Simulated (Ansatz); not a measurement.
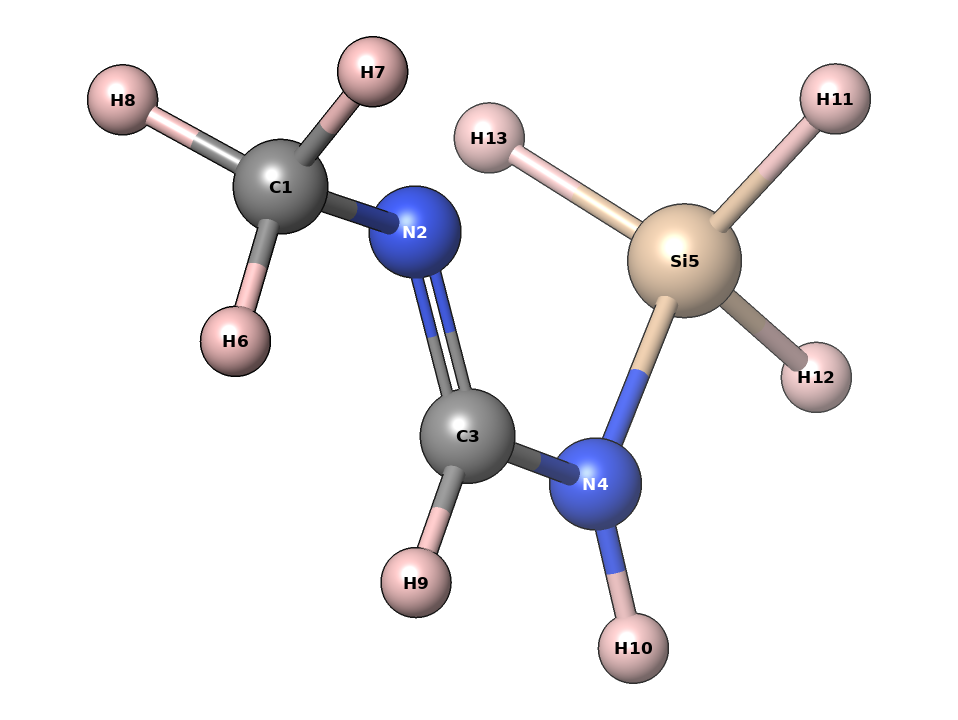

Distant atoms are faded towards the background colour. The computed structure is the end point of a PBE0-D4/def2-TZVP optimisation. No frequency run is at hand to confirm it as a minimum.

Find the stereocentres and stereogenic double bonds.

Answer. Double bonds: N2=C3.

What are the Cahn–Ingold–Prelog descriptors?

Answer. N2=C3: E.
